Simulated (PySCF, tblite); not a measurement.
# C3HF5OS: a rotation path, then NMR shifts on frames

How do NMR shifts of C3HF5OS (`FC(F)OC(=S)C(F)(F)F`) change as the atoms move?

Computed with tblite 0.8.0 and PySCF 2.14.0, with density-fitted response routines of our own, on a single molecule in the gas phase. Atoms count from 0, in the outputs and in this text.

### Step 1. The molecule as given

11 atoms, charge 0, multiplicity 1; geometry from: GFN2-xTB.

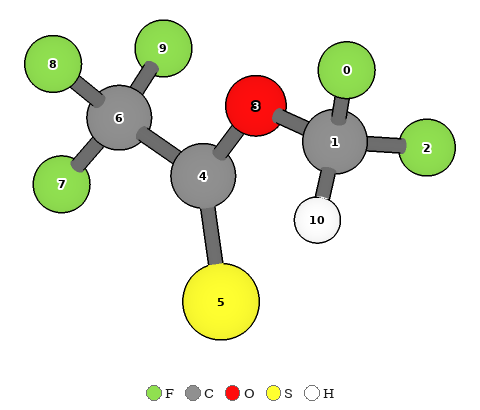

The starting geometry (fluorine green, carbon grey, oxygen red, sulfur yellow, hydrogen white), atoms numbered; sticks join atoms by distance.

### Step 2. The rotation path with GFN2-xTB

The job: settings as JSON, then the geometry in Å.

```
{"job": {"kind": "neb", "xc": "GFN2-xTB", "basis": "xTB", "atoms": [3, 4, 6, 7], "turn": 120}, "charge": 0, "multiplicity": 1}
F      1.974911     0.850084     1.405771
C      1.695757     0.252636     0.252875
F      2.435056     0.840108    -0.697353
O      0.351705     0.453631     0.000791
C     -0.292914    -0.396618    -0.814746
S      0.317491    -1.671647    -1.579316
C     -1.763050     0.021086    -0.922168
F     -2.459587    -0.825643    -1.671556
F     -2.339776     0.062537     0.281817
F     -1.882346     1.234190    -1.464866
H      1.968176    -0.817694     0.302550
```

Method: GFN2-xTB climbing-image nudged elastic band, gas phase.

Launch:

```console
$ OMP_NUM_THREADS=1 python probes_run.py task.json out
```

One launch serves the whole session: the jobs run in the order shown.

Log:

```text
image   E - E0 / eV
  0      -0.0000
  1       0.0044
  2       0.0112
  3       0.0169
  4       0.0181
  5       0.0139
  6       0.0071
  7       0.0016
  8       0.0001
```

Run time: 2.4 s. Hardware: 1 thread of AMD EPYC 7R43, shared host; peak memory 0.18 GiB.

The final band, with the dihedral O3–C4–C6–F7:

```
image  dihedral (°)  energy (eV)  energy (kcal/mol)
    0          -177        0.000                0.0
    1          -162        0.004                0.1
    2          -147        0.011                0.3
    3          -132        0.017                0.4
    4          -117        0.018                0.4
    5          -101        0.014                0.3
    6           -86        0.007                0.2
    7           -72        0.002                0.0
    8           -57        0.000                0.0
```

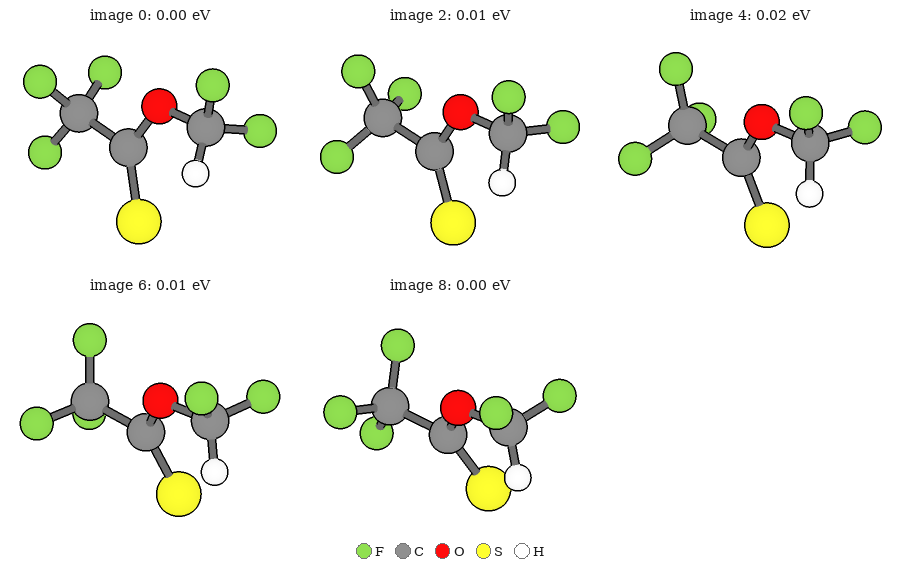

Images along the band.

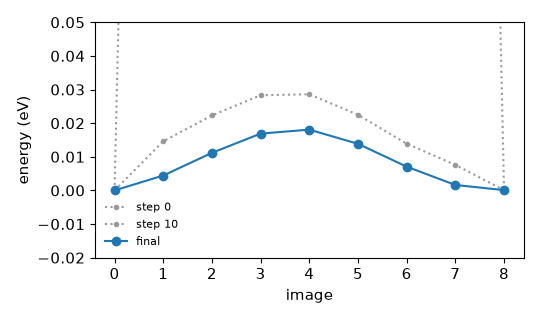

Energy along the band, early and final.

### Step 3. NMR shieldings: image 0, PBE0/pcSseg-1

The job: settings as JSON, then the geometry in Å.

```
{"job": {"kind": "nmr", "xc": "PBE0", "basis": "pcSseg-1", "pop": false}, "charge": 0, "multiplicity": 1}
F      1.974900     0.850100     1.405800
C      1.695800     0.252600     0.252900
F      2.435100     0.840100    -0.697400
O      0.351700     0.453600     0.000800
C     -0.292900    -0.396600    -0.814700
S      0.317500    -1.671600    -1.579300
C     -1.763000     0.021100    -0.922200
F     -2.459600    -0.825600    -1.671600
F     -2.339800     0.062500     0.281800
F     -1.882300     1.234200    -1.464900
H      1.968200    -0.817700     0.302600
```

With the program's defaults for keys left out, this is: GIAO PBE0/pcSseg-1 NMR shielding, non-relativistic, gas phase.

Log:

```text
coarse grid: 12024 points
cycle   1  E = -1086.2769449891  dE =  2.001e+00  |g| = 1.233e+00  |ddm| = 3.161e+00
cycle   2  E = -1085.8055283884  dE =  4.714e-01  |g| = 2.058e+00  |ddm| = 1.994e+00
cycle   3  E = -1086.5257910231  dE = -7.203e-01  |g| = 3.030e-01  |ddm| = 1.527e+00
cycle   4  E = -1086.5441639296  dE = -1.837e-02  |g| = 1.262e-01  |ddm| = 3.843e-01
cycle   5  E = -1086.5479108446  dE = -3.747e-03  |g| = 2.652e-02  |ddm| = 1.290e-01
cycle   6  E = -1086.5480402386  dE = -1.294e-04  |g| = 7.597e-03  |ddm| = 2.170e-02
cycle   7  E = -1086.5480492121  dE = -8.974e-06  |g| = 2.122e-03  |ddm| = 4.813e-03
final grid: 119976 points
cycle   8  E = -1086.6500921982  dE = -3.849e-05  |g| = 1.264e-02  |ddm| = 2.503e-02
cycle   9  E = -1086.6500372202  dE =  5.498e-05  |g| = 2.022e-02  |ddm| = 2.422e-02
cycle  10  E = -1086.6501219741  dE = -8.475e-05  |g| = 2.817e-03  |ddm| = 1.731e-02
cycle  11  E = -1086.6501237207  dE = -1.747e-06  |g| = 6.751e-04  |ddm| = 2.860e-03
cycle  12  E = -1086.6501238148  dE = -9.410e-08  |g| = 1.930e-04  |ddm| = 7.121e-04
cycle  13  E = -1086.6501238227  dE = -7.922e-09  |g| = 4.761e-05  |ddm| = 1.724e-04
cycle  14  E = -1086.6501238231  dE = -3.326e-10  |g| = 1.262e-05  |ddm| = 3.167e-05
converged SCF energy = -1086.6501238231

GIAO shielding tensors (ppm)
atom      isotropic    diamagn.    paramagn.     s11        s22        s33       span
  0 F      291.951     469.790    -177.840    195.084    324.035    356.733    161.650
  1 C       65.378     236.848    -171.470     47.666     70.164     78.303     30.638
  2 F      270.195     469.347    -199.152    179.407    283.710    347.469    168.062
  3 O       23.394     404.452    -381.059   -177.997     38.720    209.457    387.454
  4 C      -20.010     254.697    -274.707   -200.530     64.873     75.628    276.157
  5 S      -62.506    1056.048   -1118.553   -840.072   -120.062    772.617   1612.689
  6 C       64.548     240.653    -176.105     47.417     61.134     85.093     37.676
  7 F      252.057     467.488    -215.431    188.557    239.520    328.093    139.536
  8 F      258.689     473.617    -214.928    181.659    244.019    350.390    168.732
  9 F      255.204     471.555    -216.351    179.075    241.940    344.598    165.523
 10 H       23.956      27.192      -3.235     20.290     24.805     26.775      6.485
```

It took 22 s on 1 thread of AMD EPYC 7R43, shared host; peak memory 0.8 GiB.

The references, computed at this level on geometries of the same kind, shield at (ppm): 1H TMS 31.72, 13C TMS 186.9, 19F CFCl3 170.9, 17O H2O 336.1, 33S CS2 504. Their shielding less the atom's gives the shift. The references are single molecules in the gas phase, so shifts against H2O, NH3, PH3, H3PO4 or CFCl3 are not on the usual liquid scales and can be off by tens of ppm. Each atom is listed at this fixed geometry, with no averaging over motion; a spectrum would average atoms that exchange fast.

```
atoms                                environment  σ (ppm)  δ (ppm)
   C4                        thiocarbonyl carbon    -20.0    206.9
   C6                                 CF3 carbon     64.5    122.4
   C1                 sp3 CH bonded to 2 F and O     65.4    121.5
  H10  hydrogen on an sp3 CH bonded to 2 F and O    23.96     7.76
   F7                    fluorine of a CF3 group    252.1    -81.1
   F9                    fluorine of a CF3 group    255.2    -84.3
   F8                    fluorine of a CF3 group    258.7    -87.7
   F2                    fluorine of a CF2 group    270.2    -99.2
   F0                    fluorine of a CF2 group    292.0   -121.0
   O3      oxygen bound to a thiocarbonyl carbon     23.4    312.7
   S5                              thione sulfur      -63      566
```

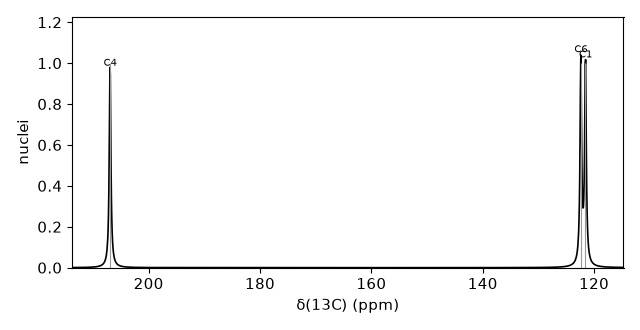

13C lines at the computed shifts, without couplings. Lines are broadened to a width of 0.34 ppm (Lorentzian).

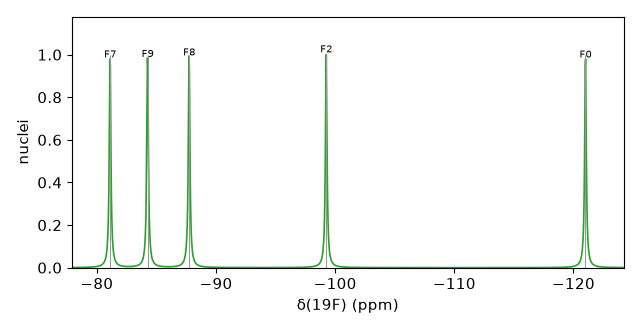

19F lines at the computed shifts, without couplings. Lines are broadened to a width of 0.16 ppm (Lorentzian).

### Step 4. NMR shieldings: image 2, PBE0/pcSseg-1

The job: settings as JSON, then the geometry in Å.

```
{"job": {"kind": "nmr", "xc": "PBE0", "basis": "pcSseg-1", "pop": false}, "charge": 0, "multiplicity": 1}
F      1.936500     0.607600     1.538400
C      1.688900     0.203800     0.297500
F      2.406200     0.972200    -0.532300
O      0.338800     0.393700     0.072600
C     -0.279700    -0.344100    -0.862000
S      0.382400    -1.445500    -1.828900
C     -1.765800     0.026200    -0.920100
F     -2.512700    -1.028800    -1.238400
F     -2.205000     0.497300     0.244400
F     -1.987000     0.968100    -1.842400
H      2.002900    -0.847900     0.165000
```

With the program's defaults for keys left out, this is: GIAO PBE0/pcSseg-1 NMR shielding, non-relativistic, gas phase.

Log:

```text
coarse grid: 12024 points
cycle   1  E = -1086.2750827368  dE =  2.003e+00  |g| = 1.235e+00  |ddm| = 3.157e+00
cycle   2  E = -1085.7996135380  dE =  4.755e-01  |g| = 2.063e+00  |ddm| = 1.971e+00
cycle   3  E = -1086.5246358621  dE = -7.250e-01  |g| = 3.060e-01  |ddm| = 1.498e+00
cycle   4  E = -1086.5434158648  dE = -1.878e-02  |g| = 1.272e-01  |ddm| = 3.845e-01
cycle   5  E = -1086.5472188420  dE = -3.803e-03  |g| = 2.725e-02  |ddm| = 1.288e-01
cycle   6  E = -1086.5473559428  dE = -1.371e-04  |g| = 7.667e-03  |ddm| = 2.212e-02
cycle   7  E = -1086.5473650538  dE = -9.111e-06  |g| = 2.130e-03  |ddm| = 4.914e-03
final grid: 119976 points
cycle   8  E = -1086.6493368810  dE = -3.829e-05  |g| = 1.266e-02  |ddm| = 2.472e-02
cycle   9  E = -1086.6492835004  dE =  5.338e-05  |g| = 2.012e-02  |ddm| = 2.371e-02
cycle  10  E = -1086.6493665710  dE = -8.307e-05  |g| = 2.778e-03  |ddm| = 1.676e-02
cycle  11  E = -1086.6493682670  dE = -1.696e-06  |g| = 6.947e-04  |ddm| = 2.808e-03
cycle  12  E = -1086.6493683681  dE = -1.011e-07  |g| = 1.943e-04  |ddm| = 7.344e-04
cycle  13  E = -1086.6493683763  dE = -8.164e-09  |g| = 4.547e-05  |ddm| = 1.771e-04
cycle  14  E = -1086.6493683766  dE = -2.988e-10  |g| = 1.260e-05  |ddm| = 3.015e-05
converged SCF energy = -1086.6493683766

GIAO shielding tensors (ppm)
atom      isotropic    diamagn.    paramagn.     s11        s22        s33       span
  0 F      291.848     469.946    -178.098    194.427    324.085    357.032    162.605
  1 C       65.593     236.623    -171.030     47.635     70.288     78.856     31.221
  2 F      270.646     469.438    -198.792    180.078    284.836    347.024    166.946
  3 O       17.180     404.221    -387.041   -184.571     29.975    206.136    390.707
  4 C      -21.345     254.858    -276.204   -203.758     62.733     76.988    280.746
  5 S      -47.344    1055.900   -1103.244   -783.632   -125.471    767.070   1550.702
  6 C       64.126     240.574    -176.448     46.595     62.552     83.230     36.635
  7 F      246.468     468.603    -222.134    176.695    230.726    331.984    155.290
  8 F      271.933     474.197    -202.265    195.412    263.621    356.766    161.354
  9 F      241.286     469.891    -228.605    164.900    223.227    335.732    170.832
 10 H       23.999      27.147      -3.149     20.352     24.831     26.813      6.461
```

It took 22 s on 1 thread of AMD EPYC 7R43, shared host; peak memory 0.85 GiB.

This run: δ C4 208.3, C6 122.8, C1 121.3, F9 -70.3, H10 7.72 ppm.

### Step 5. Nuclear shieldings: image 4, PBE0/pcSseg-1

The job: settings as JSON, then the geometry in Å.

```
{"job": {"kind": "nmr", "xc": "PBE0", "basis": "pcSseg-1", "pop": false}, "charge": 0, "multiplicity": 1}
F      1.914800     0.364000     1.625600
C      1.681700     0.147600     0.336200
F      2.361500     1.067400    -0.361000
O      0.324300     0.313200     0.139500
C     -0.263900    -0.273600    -0.913100
S      0.434000    -1.197000    -2.030400
C     -1.764500     0.041000    -0.928300
F     -2.483100    -1.076500    -0.784100
F     -2.113200     0.870300     0.049400
F     -2.129200     0.601200    -2.082500
H      2.042800    -0.855000     0.042500
```

Level: GIAO PBE0/pcSseg-1 NMR shielding, non-relativistic, gas phase.

Log:

```text
coarse grid: 12024 points
cycle   1  E = -1086.2724938644  dE =  2.003e+00  |g| = 1.235e+00  |ddm| = 3.155e+00
cycle   2  E = -1085.7938707417  dE =  4.786e-01  |g| = 2.067e+00  |ddm| = 1.951e+00
cycle   3  E = -1086.5221030493  dE = -7.282e-01  |g| = 3.092e-01  |ddm| = 1.477e+00
cycle   4  E = -1086.5413414841  dE = -1.924e-02  |g| = 1.277e-01  |ddm| = 3.857e-01
cycle   5  E = -1086.5451743205  dE = -3.833e-03  |g| = 2.774e-02  |ddm| = 1.284e-01
cycle   6  E = -1086.5453165471  dE = -1.422e-04  |g| = 7.728e-03  |ddm| = 2.240e-02
cycle   7  E = -1086.5453257850  dE = -9.238e-06  |g| = 2.137e-03  |ddm| = 5.000e-03
final grid: 119976 points
cycle   8  E = -1086.6488725892  dE = -4.470e-05  |g| = 1.262e-02  |ddm| = 2.699e-02
cycle   9  E = -1086.6488192762  dE =  5.331e-05  |g| = 2.014e-02  |ddm| = 2.316e-02
cycle  10  E = -1086.6489018233  dE = -8.255e-05  |g| = 2.724e-03  |ddm| = 1.637e-02
cycle  11  E = -1086.6489034617  dE = -1.638e-06  |g| = 7.044e-04  |ddm| = 2.789e-03
cycle  12  E = -1086.6489035650  dE = -1.033e-07  |g| = 2.115e-04  |ddm| = 7.559e-04
cycle  13  E = -1086.6489035745  dE = -9.556e-09  |g| = 4.980e-05  |ddm| = 1.864e-04
cycle  14  E = -1086.6489035749  dE = -3.524e-10  |g| = 1.327e-05  |ddm| = 3.186e-05
converged SCF energy = -1086.6489035749

GIAO shielding tensors (ppm)
atom      isotropic    diamagn.    paramagn.     s11        s22        s33       span
  0 F      292.900     469.968    -177.068    195.517    324.754    358.429    162.912
  1 C       65.856     236.181    -170.325     47.943     70.266     79.360     31.417
  2 F      270.206     469.633    -199.426    178.656    284.466    347.497    168.840
  3 O       13.933     404.106    -390.172   -187.207     23.139    205.867    393.074
  4 C      -22.316     254.776    -277.092   -206.445     62.129     77.367    283.812
  5 S      -36.227    1055.764   -1091.990   -749.280   -129.459    770.058   1519.338
  6 C       63.919     240.514    -176.596     46.340     63.232     82.184     35.845
  7 F      238.913     470.193    -231.281    163.384    218.721    334.632    171.248
  8 F      275.657     474.129    -198.472    200.148    271.748    355.074    154.925
  9 F      238.369     468.542    -230.172    164.313    219.658    331.137    166.823
 10 H       24.000      27.052      -3.053     20.374     24.783     26.842      6.468
```

Wall time 22 s (1 thread of AMD EPYC 7R43, shared host); peak memory 0.81 GiB.

This run: δ C4 209.2, C6 123.0, C1 121.1, F9 -67.4, H10 7.72 ppm.

### Step 6. NMR shieldings: image 6, PBE0/pcSseg-1

The job: settings as JSON, then the geometry in Å.

```
{"job": {"kind": "nmr", "xc": "PBE0", "basis": "pcSseg-1", "pop": false}, "charge": 0, "multiplicity": 1}
F      1.891000     0.111400     1.672400
C      1.666300     0.087900     0.364100
F      2.304600     1.133800    -0.177800
O      0.302600     0.223000     0.183800
C     -0.248900    -0.204700    -0.962500
S      0.493000    -0.923700    -2.194500
C     -1.759100     0.051600    -0.937400
F     -2.395500    -0.966200    -0.345400
F     -2.064000     1.157900    -0.264700
F     -2.256000     0.171500    -2.164500
H      2.071400    -0.839800    -0.079700
```

With the program's defaults for keys left out, this is: GIAO PBE0/pcSseg-1 NMR shielding, non-relativistic, gas phase.

Log:

```text
coarse grid: 12024 points
cycle   1  E = -1086.2752418496  dE =  2.003e+00  |g| = 1.233e+00  |ddm| = 3.156e+00
cycle   2  E = -1085.8018776186  dE =  4.734e-01  |g| = 2.060e+00  |ddm| = 1.973e+00
cycle   3  E = -1086.5241905167  dE = -7.223e-01  |g| = 3.052e-01  |ddm| = 1.503e+00
cycle   4  E = -1086.5428871838  dE = -1.870e-02  |g| = 1.267e-01  |ddm| = 3.843e-01
cycle   5  E = -1086.5466625899  dE = -3.775e-03  |g| = 2.703e-02  |ddm| = 1.285e-01
cycle   6  E = -1086.5467972280  dE = -1.346e-04  |g| = 7.652e-03  |ddm| = 2.200e-02
cycle   7  E = -1086.5468063101  dE = -9.082e-06  |g| = 2.127e-03  |ddm| = 4.888e-03
final grid: 119976 points
cycle   8  E = -1086.6495864896  dE = -4.159e-05  |g| = 1.263e-02  |ddm| = 2.569e-02
cycle   9  E = -1086.6495323196  dE =  5.417e-05  |g| = 2.020e-02  |ddm| = 2.363e-02
cycle  10  E = -1086.6496158400  dE = -8.352e-05  |g| = 2.747e-03  |ddm| = 1.678e-02
cycle  11  E = -1086.6496175085  dE = -1.668e-06  |g| = 6.818e-04  |ddm| = 2.820e-03
cycle  12  E = -1086.6496176045  dE = -9.605e-08  |g| = 2.015e-04  |ddm| = 7.241e-04
cycle  13  E = -1086.6496176132  dE = -8.689e-09  |g| = 4.832e-05  |ddm| = 1.795e-04
cycle  14  E = -1086.6496176135  dE = -3.342e-10  |g| = 1.287e-05  |ddm| = 3.110e-05
converged SCF energy = -1086.6496176135

GIAO shielding tensors (ppm)
atom      isotropic    diamagn.    paramagn.     s11        s22        s33       span
  0 F      293.380     469.919    -176.539    196.786    324.918    358.436    161.651
  1 C       65.635     235.653    -170.017     47.968     70.199     78.739     30.770
  2 F      270.150     469.847    -199.697    178.049    284.000    348.401    170.352
  3 O       19.913     404.596    -384.683   -181.588     31.182    210.145    391.733
  4 C      -21.146     254.314    -275.460   -203.238     63.794     76.004    279.242
  5 S      -50.045    1055.757   -1105.802   -803.966   -123.259    777.089   1581.055
  6 C       64.276     240.584    -176.308     46.855     61.633     84.341     37.486
  7 F      244.645     471.807    -227.162    167.845    225.757    340.333    172.488
  8 F      268.817     473.669    -204.852    193.624    260.616    352.211    158.587
  9 F      247.382     467.348    -219.966    180.541    231.805    329.800    149.260
 10 H       23.935      26.961      -3.026     20.266     24.716     26.823      6.556
```

Wall time 28 s (1 thread of AMD EPYC 7R43, shared host); peak memory 0.83 GiB.

This run: δ C4 208.1, C6 122.6, C1 121.3, F7 -73.7, H10 7.78 ppm.

### Step 7. NMR shieldings: image 8, PBE0/pcSseg-1

The job: settings as JSON, then the geometry in Å.

```
{"job": {"kind": "nmr", "xc": "PBE0", "basis": "pcSseg-1", "pop": false}, "charge": 0, "multiplicity": 1}
F      1.879900    -0.144800     1.679300
C      1.656900     0.027800     0.381500
F      2.262300     1.165000     0.014200
O      0.289900     0.141200     0.209400
C     -0.239300    -0.140300    -0.992500
S      0.539000    -0.608800    -2.318300
C     -1.758900     0.047900    -0.938400
F     -2.306000    -0.713800     0.012300
F     -2.079900     1.314600    -0.668900
F     -2.332500    -0.276900    -2.091500
H      2.094100    -0.809300    -0.193300
```

Level: GIAO PBE0/pcSseg-1 NMR shielding, non-relativistic, gas phase.

Log:

```text
coarse grid: 12024 points
cycle   1  E = -1086.2749262838  dE =  2.001e+00  |g| = 1.232e+00  |ddm| = 3.161e+00
cycle   2  E = -1085.8034727034  dE =  4.715e-01  |g| = 2.058e+00  |ddm| = 1.995e+00
cycle   3  E = -1086.5237046252  dE = -7.202e-01  |g| = 3.030e-01  |ddm| = 1.528e+00
cycle   4  E = -1086.5420728778  dE = -1.837e-02  |g| = 1.264e-01  |ddm| = 3.843e-01
cycle   5  E = -1086.5458259638  dE = -3.753e-03  |g| = 2.656e-02  |ddm| = 1.292e-01
cycle   6  E = -1086.5459557745  dE = -1.298e-04  |g| = 7.604e-03  |ddm| = 2.173e-02
cycle   7  E = -1086.5459647618  dE = -8.987e-06  |g| = 2.125e-03  |ddm| = 4.814e-03
final grid: 119976 points
cycle   8  E = -1086.6499724933  dE = -4.715e-05  |g| = 1.259e-02  |ddm| = 2.454e-02
cycle   9  E = -1086.6499175815  dE =  5.491e-05  |g| = 2.022e-02  |ddm| = 2.393e-02
cycle  10  E = -1086.6500017084  dE = -8.413e-05  |g| = 2.790e-03  |ddm| = 1.718e-02
cycle  11  E = -1086.6500034236  dE = -1.715e-06  |g| = 6.980e-04  |ddm| = 2.899e-03
cycle  12  E = -1086.6500035236  dE = -9.994e-08  |g| = 2.093e-04  |ddm| = 7.360e-04
cycle  13  E = -1086.6500035329  dE = -9.318e-09  |g| = 4.862e-05  |ddm| = 1.809e-04
cycle  14  E = -1086.6500035332  dE = -3.397e-10  |g| = 1.364e-05  |ddm| = 3.188e-05
converged SCF energy = -1086.6500035332

GIAO shielding tensors (ppm)
atom      isotropic    diamagn.    paramagn.     s11        s22        s33       span
  0 F      292.095     469.877    -177.782    195.210    324.288    356.788    161.578
  1 C       65.350     235.209    -169.858     47.663     70.162     78.226     30.562
  2 F      270.350     469.959    -199.609    179.432    283.904    347.714    168.282
  3 O       23.476     405.001    -381.526   -178.071     38.617    209.881    387.952
  4 C      -20.106     254.043    -274.149   -200.761     64.898     75.546    276.307
  5 S      -64.331    1055.759   -1120.089   -844.324   -121.177    772.510   1616.834
  6 C       64.579     240.519    -175.940     47.429     61.171     85.136     37.707
  7 F      258.996     473.374    -214.378    182.085    244.464    350.440    168.355
  8 F      255.155     472.424    -217.268    179.140    241.789    344.536    165.396
  9 F      251.613     466.985    -215.372    188.289    238.885    327.665    139.375
 10 H       23.942      26.887      -2.945     20.245     24.800     26.782      6.537
```

Run time: 38 s. Hardware: 1 thread of AMD EPYC 7R43, shared host; peak memory 0.83 GiB.

In short: δ C4 207.0, C6 122.3, C1 121.6, F9 -80.7, H10 7.77 ppm.

### Step 8. Run by run: NMR shifts

Shifts (ppm) of some atoms, chosen among heavy atoms and hydrogens apart, with basis size and wall time:

```csv
frame,H10,F7,F9,F8,O3,S5,functions,time
image 0,7.76,-81.1,-84.3,-87.7,312.7,566,182,22 s
image 2,7.72,-75.5,-70.3,-101.0,318.9,551,182,22 s
image 4,7.72,-68.0,-67.4,-104.7,322.1,540,182,22 s
image 6,7.78,-73.7,-76.4,-97.9,316.2,554,182,28 s
image 8,7.77,-88.1,-80.7,-84.2,312.6,568,182,38 s
```

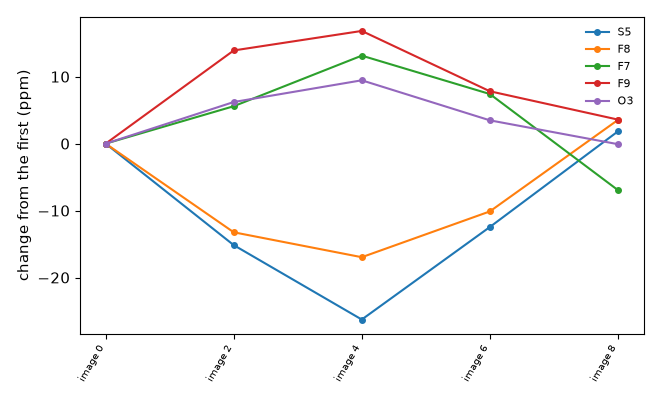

How five of the tabulated atoms move from run to run.

### Step 9. What came out

| quantity | value |
| --- | --- |
| barrier | 0.018 eV (0.4 kcal/mol) at image 4 |
| end to end (GFN2-xTB) | 0.000 eV |
| 13C shifts against TMS (PBE0/pcSseg-1, image 0) | 206.9, 122.4, 121.5 ppm |
| 1H shifts against TMS (PBE0/pcSseg-1, image 0) | 7.76 ppm |
| 19F shifts against CFCl3 (PBE0/pcSseg-1, image 0) | -81.1, -84.3, -87.7, -99.2, -121.0 ppm |
| 17O shifts against H2O (PBE0/pcSseg-1, image 0) | 312.7 ppm |
| 33S shifts against CS2 (PBE0/pcSseg-1, image 0) | 566 ppm |
| range of the shift of S5 | 540 to 568 ppm |

In words: Along the band the dihedral turns by 120°, and the top (dihedral -117°) lies 0.4 kcal/mol above the start (GFN2-xTB, rough), so at room temperature this motion is fast. The top was not checked by a frequency run. Shifts at one fixed geometry are not the observed spectrum, which averages over the motion. In the first frame run (image 0): The largest span, 1613 ppm, is at S5, where the paramagnetic term is -1119 ppm. Across the 5 runs the shift of S5 moves most, between 540 (image 4) and 568 ppm (image 8).
